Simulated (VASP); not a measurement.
# Lattice of Cr (Chromium) across functionals and dispersion corrections

How close do the usual functionals, with and without dispersion, come to the cell of Cr (Chromium)? The levels: LDA, PBEsol, PBE, r2SCAN, PBE + D3(BJ), r2SCAN + rVV10, SCAN and revPBE + D3(BJ). The start is a cell from a database of measured crystal structures.

Main program and level: VASP 6.6.1; LDA, spin-polarised from a ferromagnetic start (one magnetic atom a cell); plane waves and PAW (Cr_pv), in the first sound run; inputs show where later runs differ.

### Step 1. The starting structure

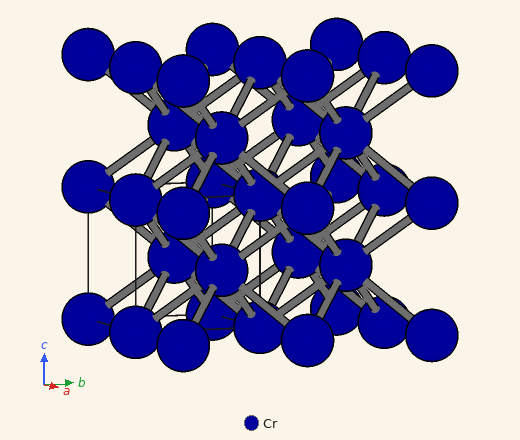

The starting structure, seen slightly off an axis (chromium blue). 2×2×2 cells are drawn. This picture shows the conventional cell, with its axes. Some periodic images of atoms are drawn too.

### Step 2. Magnetic order: ferromagnetic

The properties of a magnet depend on its order, so a few collinear patterns are compared first on the cell as listed, beginning with all moments parallel. LDA, the lowest rung, knows the local density alone.

Contents of INCAR:

```
SYSTEM = Cr
PREC = Accurate
ENCUT = 400
EDIFF = 1E-06
NELM = 100
ISMEAR = -1
SIGMA = 0.05
LREAL = .FALSE.
ALGO = Normal
GGA = CA
NBANDS = 14
ISPIN = 2
MAGMOM = 3
LASPH = .TRUE.
LMAXMIX = 4
LORBIT = 11
LWAVE = .FALSE.
LCHARG = .FALSE.
KPAR = 4
ISIF = 2
```

Contents of POSCAR:

```
Cr
1.0
   -1.4419500000      1.4419500000      1.4419500000
    1.4419500000     -1.4419500000      1.4419500000
    1.4419500000      1.4419500000     -1.4419500000
Cr
1
Direct
    0.0000000000      0.0000000000      0.0000000000
```

Contents of KPOINTS:

```
Automatic mesh
0
Gamma
11 11 11
0 0 0
```

PAW data sets: Cr_pv (PBE family, release 64).

Started as:

```
> mpirun -np 4 vasp_std
```

The program printed:

```text
[banner, memory and clock lines left out]
running    4 mpi-ranks, on    1 nodes
 distrk:  each k-point on    1 cores,    4 groups
 distr:  one band on    1 cores,    1 groups

 POSCAR found type information on POSCAR Cr
 POSCAR found :  1 types and       1 ions
|                                                                             |
|               ----> ADVICE to this user running VASP <----                  |
|                                                                             |
|     You enforced a specific xc type in the INCAR file but a different       |
|     [... a line on the potential file left out ...]
|     I HOPE YOU KNOW WHAT YOU ARE DOING!                                     |
|                                                                             |

 LDA part: xc-table for (Slater(with rela. corr.)+CA(PZ))
 , standard interpolation
 POSCAR, INCAR and KPOINTS ok, starting setup
 FFT: planning ... GRIDC
 FFT: planning ... GRID_SOFT
 FFT: planning ... GRID
 WAVECAR not read
 entering main loop
       N       E                     dE             d eps       ncg     rms          rms(c)
DAV:   1     0.670540124438E+02    0.67054E+02   -0.55887E+03  3234   0.803E+02
DAV:   2    -0.100952853651E+02   -0.77149E+02   -0.74051E+02  3322   0.238E+02
DAV:   3    -0.111563361543E+02   -0.10611E+01   -0.10592E+01  3424   0.326E+01
DAV:   4    -0.111605888154E+02   -0.42527E-02   -0.42526E-02  3472   0.202E+00
DAV:   5    -0.111606257022E+02   -0.36887E-04   -0.36887E-04  3454   0.171E-01    0.193E+01
DAV:   6    -0.105345642224E+02    0.62606E+00   -0.34410E+00  3166   0.322E+01    0.438E+00
DAV:   7    -0.105527857431E+02   -0.18222E-01   -0.10683E-01  3208   0.318E+00    0.225E+00
DAV:   8    -0.105514703440E+02    0.13154E-02   -0.49379E-03  3346   0.668E-01    0.954E-01
DAV:   9    -0.105451441751E+02    0.63262E-02   -0.27312E-03  3238   0.629E-01    0.163E-01
DAV:  10    -0.105454586088E+02   -0.31443E-03   -0.40508E-04  3178   0.141E-01    0.370E-02
DAV:  11    -0.105454725819E+02   -0.13973E-04   -0.96467E-06  3466   0.371E-02    0.154E-02
DAV:  12    -0.105454756615E+02   -0.30795E-05   -0.66921E-07  2232   0.829E-03    0.589E-03
DAV:  13    -0.105454758767E+02   -0.21528E-06   -0.42811E-08  1574   0.259E-03
   1 F= -.10545476E+02 E0= -.10540655E+02  d E =-.964130E-02  mag=    -0.0002
```

The job ended after 1.8 s (4 MPI ranks of Intel Xeon 6975P-C (Granite Rapids), shared host; peak memory 0.45 GiB; 4.9 s of CPU time).

Lines that name or quote the potential files are left out of all logs, and their timing lines are given in words.

From OUTCAR (step 2):

```text
ion  position               nearest neighbor table
   1  0.000  0.000  0.000-

  LATTYP: Found a body centered cubic cell.
 ALAT       =     2.8839000000

 Subroutine GETGRP returns: Found 48 space group operations
 (whereof 48 operations were pure point group operations)

The static configuration has the point symmetry O_h .

 Found     56 irreducible k-points:

   k-points           NKPTS =     56   k-points in BZ     NKDIM =     56   number of bands    NBANDS=     14

   dimension x,y,z NGX =    16 NGY =   16 NGZ =   16
   dimension x,y,z NGXF=    32 NGYF=   32 NGZF=   32

   ENCUT  =  400.0 eV  29.40 Ry    5.42 a.u.   4.07  4.07  4.07*2*pi/ulx,y,z

   NELECT =      12.0000    total number of electrons

 k-points in reciprocal lattice and weights: Automatic mesh
   0.00000000  0.00000000  0.00000000       0.001
   0.09090909  0.00000000  0.00000000       0.009
   0.18181818  0.00000000  0.00000000       0.009
   0.27272727  0.00000000  0.00000000       0.009
   0.36363636  0.00000000  0.00000000       0.009
   0.45454545  0.00000000  0.00000000       0.009
   0.09090909  0.09090909  0.00000000       0.018
   0.18181818  0.09090909 -0.00000000       0.036
   0.27272727  0.09090909  0.00000000       0.036
[...]
-0.45454545 -0.45454545  0.36363636       0.006
  -0.45454545  0.45454545  0.45454545       0.005

 average (electrostatic) potential at core
       1 -66.0591

 E-fermi :  10.0769

 spin component 1
 k-point     1 :       0.0000    0.0000    0.0000
  band No.  band energies     occupation
    ...
      3     -32.2678      1.00000
      4       2.4365      1.00000
      5       9.2257      1.00000
      6       9.2257      1.00000
      7       9.2257      1.00000
      8      11.1241      0.00000
      9      11.1241      0.00000
     10      17.1155      0.00000
     11      32.1669      0.00000
     12      32.1669      0.00000
    ...

 k-point     2 :       0.0909    0.0000    0.0000
  band No.  band energies     occupation
    ...
      3     -32.2678      1.00000
      4       2.7858      1.00000
      5       9.0960      1.00000
      6       9.2002      1.00000
      7       9.4596      1.00000
      8      10.9894      0.00000
      9      11.1342      0.00000
     10      17.1158      0.00000
     11      31.2885      0.00000
     12      32.0127      0.00000
    ...

 k-point     3 :       0.1818    0.0000    0.0000
  band No.  band energies     occupation
    ...
      2     -32.3462      1.00000
      3     -32.2688      1.00000
      4       3.7498      1.00000
      5       8.7601      1.00000
      6       9.0519      1.00000
      7      10.1176      0.30683
      8      10.8079      0.00000
      9      11.1728      0.00000
     10      17.1157      0.00000
     11      28.9194      0.00000
    ...

 k-point     4 :       0.2727    0.0000    0.0000
  band No.  band energies     occupation
    ...
      2     -32.4205      1.00000
      3     -32.2695      1.00000
      4       4.9887      1.00000
      5       8.3467      1.00000
      6       8.9365      1.00000
      7      10.8624      0.00000
      8      11.0664      0.00000
      9      11.2512      0.00000
     10      17.1157      0.00000
     11      25.6759      0.00000
    ...

 k-point     5 :       0.3636    0.0000    0.0000
  band No.  band energies     occupation
    ...
      2     -32.4883      1.00000
      3     -32.2708      1.00000
      4       5.7436      1.00000
      5       7.9893      1.00000
      6       9.6239      0.99988
      7      11.0559      0.00000
      8      11.3524      0.00000
      9      12.0560      0.00000
     10      17.1155      0.00000
     11      22.3761      0.00000
    ...

 k-point     6 :       0.4545    0.0000    0.0000
  band No.  band energies     occupation
      1     -33.0908      1.00000
      2     -32.5281      1.00000
      3     -32.2716      1.00000
      4       5.8484      1.00000
      5       7.7858      1.00000
      6      10.8829      0.00000
      7      11.2015      0.00000
      8      11.4276      0.00000
      9      12.7186      0.00000
     10      17.1151      0.00000
    ...

  Total       -1.9030529     -1.9030529     -1.9030529     -0.0000000      0.0000000     -0.0000000
  in kB     -254.2440850   -254.2440850   -254.2440850     -0.0000000      0.0000000     -0.0000000
  external PRESSURE =    -254.2440850 kB  Pullay stress =       0.0000000 kB

  energy-cutoff  :      400.00
  volume of cell :       11.99
      direct lattice vectors                 reciprocal lattice vectors
    -1.441950000  1.441950000  1.441950000     0.000000000  0.346752661  0.346752661
     1.441950000 -1.441950000  1.441950000     0.346752661  0.000000000  0.346752661
     1.441950000  1.441950000 -1.441950000     0.346752661  0.346752661  0.000000000

 POSITION                                       TOTAL-FORCE (eV/Angst)
 -----------------------------------------------------------------------------------
      0.00000      0.00000      0.00000        -0.000000     -0.000000     -0.000000
 -----------------------------------------------------------------------------------
    total drift:                                0.000000      0.000000     -0.000000

  FREE ENERGIE OF THE ION-ELECTRON SYSTEM (eV)
  ---------------------------------------------------
  free  energy   TOTEN  =       -10.5454758767 eV

  energy  without entropy=      -10.5358345806  energy(sigma->0) =      -10.54065523

 total charge
# of ion       s       p       d       tot
------------------------------------------
    1        0.386   6.382   4.199  10.967

 magnetization (x)
# of ion       s       p       d       tot
------------------------------------------
    1        0.000   0.000  -0.000  -0.000

[... 6 further parts left out ...]
```

The k-mesh is coarse for a metal. The PAW data sets were made with PBE, though LDA sets exist; this is a small mismatch. At this level the cell is under a tension of 25.4 GPa, so at these settings it is away from equilibrium.

Numbers from this step:

* SCF cycles: 13
* electrons: 12
* bands: 14
* irreducible k-points: 56
* symmetry operations: 48
* free energy (TOTEN): -10.55 eV
* energy at zero smearing: -10.54 eV
* Fermi energy: 10.08 eV
* pressure: -25.42 GPa
* metallic: yes

The spin moment in the PAW sphere vanishes on all atoms.

The moments fall under 0.1 μB, and the mesh shows no gap.

### Step 3. Magnetic order: antiferromagnetic, q = (0, 0, 1/2)

This step: LDA, spin-polarised from an antiferromagnetic start; plane waves and PAW (Cr_pv) (VASP 6.6.1).

System of this step: Cr (Chromium). It takes space group Im-3m (No. 229, cubic). Conventional cell: a = 2.884 Å, b = 2.884 Å, c = 2.884 Å, α = 90.00°, β = 90.00°, γ = 90.00°. Cr has 8 Cr at 2.50 Å nearest.

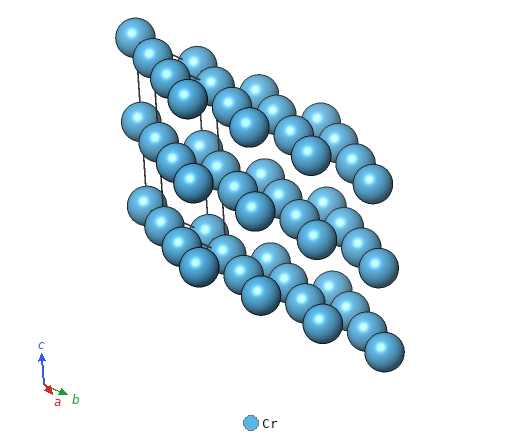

The cell of this step (chromium blue). 3×3×1 cells are drawn. Some periodic images of atoms are drawn too.

Next, a pattern with opposite moments, which needs a doubled cell; q is given in the reciprocal vectors of the primitive cell.

INCAR: that of step 2 with these lines changed.

```diff
@@ -10,5 +10,5 @@
 GGA = CA
-NBANDS = 14
+NBANDS = 19
 ISPIN = 2
-MAGMOM = 3
+MAGMOM = 3 -3
 LASPH = .TRUE.
```

Contents of POSCAR:

```
Cr
1.0
   -1.4419500000      1.4419500000      1.4419500000
    1.4419500000     -1.4419500000      1.4419500000
    2.8839000000      2.8839000000     -2.8839000000
Cr
2
Direct
    0.0000000000      0.0000000000      0.0000000000
    0.0000000000      0.0000000000      0.5000000000
```

KPOINTS is that of step 2.

Started as:

```
> mpirun -np 4 vasp_std
```

The program printed:

```text
[banner, memory and clock lines left out]
running    4 mpi-ranks, on    1 nodes
 distrk:  each k-point on    1 cores,    4 groups
 distr:  one band on    1 cores,    1 groups

 POSCAR found type information on POSCAR Cr
 POSCAR found :  1 types and       2 ions
 [... a notice as in an earlier step ...]

 LDA part: xc-table for (Slater(with rela. corr.)+CA(PZ))
 , standard interpolation
 POSCAR, INCAR and KPOINTS ok, starting setup
 FFT: planning ... GRIDC
 FFT: planning ... GRID_SOFT
 FFT: planning ... GRID
 WAVECAR not read
 entering main loop
       N       E                     dE             d eps       ncg     rms          rms(c)
DAV:   1     0.208420012717E+03    0.20842E+03   -0.12055E+04 16544   0.128E+03
DAV:   2    -0.160240373542E+02   -0.22444E+03   -0.21951E+03 16607   0.398E+02
DAV:   3    -0.231109011222E+02   -0.70869E+01   -0.69939E+01 17600   0.854E+01
DAV:   4    -0.232193407504E+02   -0.10844E+00   -0.10816E+00 22184   0.949E+00
DAV:   5    -0.232212960495E+02   -0.19553E-02   -0.19435E-02 18370   0.118E+00    0.246E+01
DAV:   6    -0.208500513807E+02    0.23712E+01   -0.19512E+01 16917   0.473E+01    0.790E+00
DAV:   7    -0.210910586195E+02   -0.24101E+00   -0.75772E-01 17514   0.649E+00    0.456E+00
DAV:   8    -0.211001732171E+02   -0.91146E-02   -0.49679E-02 19094   0.229E+00    0.162E+00
DAV:   9    -0.210982811190E+02    0.18921E-02   -0.16045E-01 19785   0.368E+00    0.332E-01
DAV:  10    -0.210991245018E+02   -0.84338E-03   -0.56948E-03 17431   0.634E-01    0.881E-02
DAV:  11    -0.210991732619E+02   -0.48760E-04   -0.19465E-04 24027   0.129E-01    0.476E-02
DAV:  12    -0.210991947506E+02   -0.21489E-04   -0.98084E-05 20496   0.102E-01    0.181E-02
DAV:  13    -0.210991974192E+02   -0.26686E-05   -0.18179E-05 19641   0.390E-02    0.442E-03
DAV:  14    -0.210991974998E+02   -0.80549E-07   -0.76648E-07  9916   0.988E-03
   1 F= -.21099197E+02 E0= -.21090706E+02  d E =-.169839E-01  mag=     0.0000
```

Wall time 12 s (4 MPI ranks); peak memory 0.74 GiB; 43 s of CPU time.

OUTCAR, selected parts (step 3):

```text
  LATTYP: Found a base centered orthorhombic cell.
 ALAT       =     2.8839000000
 B/A-ratio  =     1.4142135624
 C/A-ratio  =     1.4142135624

 Subroutine GETGRP returns: Found  8 space group operations
 (whereof  8 operations were pure point group operations)

The static configuration has the point symmetry D_2h.

 Found    216 irreducible k-points:

   k-points           NKPTS =    216   k-points in BZ     NKDIM =    216   number of bands    NBANDS=     19

   dimension x,y,z NGX =    16 NGY =   16 NGZ =   36
   dimension x,y,z NGXF=    32 NGYF=   32 NGZF=   72

   ENCUT  =  400.0 eV  29.40 Ry    5.42 a.u.   4.07  4.07  8.15*2*pi/ulx,y,z

   NELECT =      24.0000    total number of electrons

 E-fermi :  10.0873

 spin component 1
 k-point     1 :       0.0000    0.0000    0.0000
  band No.  band energies     occupation
    ...
      8       5.8445      1.00000
      9       7.7603      1.00000
     10       9.2232      1.00000
     11       9.2234      1.00000
     12       9.2269      1.00000
     13      11.1222      0.00000
     14      11.1248      0.00000
     15      11.1376      0.00000
     16      11.2134      0.00000
     17      11.4364      0.00000
    ...

 k-point     2 :       0.0909    0.0000    0.0000
  band No.  band energies     occupation
    ...
      9       7.8207      1.00000
     10       9.0944      1.00000
     11       9.1995      1.00000
     12       9.4581      1.00000
     13      10.0752      0.56062
     14      10.9881      0.00000
     15      11.0968      0.00000
     16      11.1342      0.00000
     17      11.7286      0.00000
     18      13.4443      0.00000
    ...

 k-point     3 :       0.1818    0.0000    0.0000
  band No.  band energies     occupation
    ...
      8       6.5881      1.00000
      9       7.8906      1.00000
     10       8.7586      1.00000
     11       8.8912      1.00000
     12       9.0512      1.00000
     13      10.1161      0.36021
     14      10.8067      0.00000
     15      10.9889      0.00000
     16      11.1728      0.00000
     17      11.6278      0.00000
    ...

 k-point     4 :       0.2727    0.0000    0.0000
  band No.  band energies     occupation
    ...
      8       6.8520      1.00000
      9       7.8308      1.00000
     10       8.3453      1.00000
     11       8.5803      1.00000
     12       8.9359      1.00000
     13      10.8612      0.00000
     14      10.9510      0.00000
     15      11.0648      0.00000
     16      11.2511      0.00000
     17      11.5917      0.00000
    ...

  Total       -3.8301501     -3.8301501     -3.7904073      0.0168013      0.0000000      0.0000000
  in kB     -255.8502157   -255.8502157   -253.1954370      1.1223126      0.0000000      0.0000000
  external PRESSURE =    -254.9652895 kB  Pullay stress =       0.0000000 kB

  energy-cutoff  :      400.00
  volume of cell :       23.99
      direct lattice vectors                 reciprocal lattice vectors
    -1.441950000  1.441950000  1.441950000     0.000000000  0.346752661  0.346752661
     1.441950000 -1.441950000  1.441950000     0.346752661  0.000000000  0.346752661
     2.883900000  2.883900000 -2.883900000     0.173376331  0.173376331  0.000000000

 POSITION                                       TOTAL-FORCE (eV/Angst)
 -----------------------------------------------------------------------------------
      0.00000      0.00000      0.00000        -0.000000      0.000000     -0.000000
      1.44195      1.44195     -1.44195         0.000000     -0.000000      0.000000
 -----------------------------------------------------------------------------------
    total drift:                                0.000000      0.000000     -0.000000

  FREE ENERGIE OF THE ION-ELECTRON SYSTEM (eV)
  ---------------------------------------------------
  free  energy   TOTEN  =       -21.0991974998 eV

  energy  without entropy=      -21.0822135573  energy(sigma->0) =      -21.09070553

 total charge
# of ion       s       p       d       tot
------------------------------------------
    1        0.386   6.382   4.199  10.967
    2        0.386   6.382   4.199  10.967
--------------------------------------------------
tot          0.771  12.764   8.399  21.934

 magnetization (x)
# of ion       s       p       d       tot
------------------------------------------
    1       -0.000  -0.000  -0.000  -0.000
    2        0.000   0.000   0.000   0.000
--------------------------------------------------
tot          0.000   0.000   0.000   0.000

[... 6 further parts left out ...]
```

At this level the cell is under a tension of 25.5 GPa, so at these settings it is away from equilibrium.

This step gave:

```
SCF cycles              : 14
electrons               : 24
bands                   : 19
irreducible k-points    : 216
symmetry operations     : 8
free energy (TOTEN)     : -21.10 eV
energy at zero smearing : -21.09 eV
Fermi energy            : 10.09 eV
pressure                : -25.50 GPa
```

The spin moment in the PAW sphere vanishes on all atoms.

The energy lies -4.7 meV an atom from the first pattern, a difference of sampling, since both runs hold the same state. The moments fall under 0.1 μB, and the mesh shows no gap.

(Part 1 of 4 ends here.)

[Lines on the potential files, build, host, timing and source positions are cut from VASP's logs without a mark.]

[Logs are printed without paths, hosts, clocks, repeated set-up lines and the standing remarks that a program may print on its own settings, such as how far it seeks lower states.]

[Hosts, paths, dates, database ids (printed as entryN), source tags and the programs' standing remarks are cut or masked in the printed files.]

[A measured line is paired with the nearest computed mode of its activity, which favours agreement.]
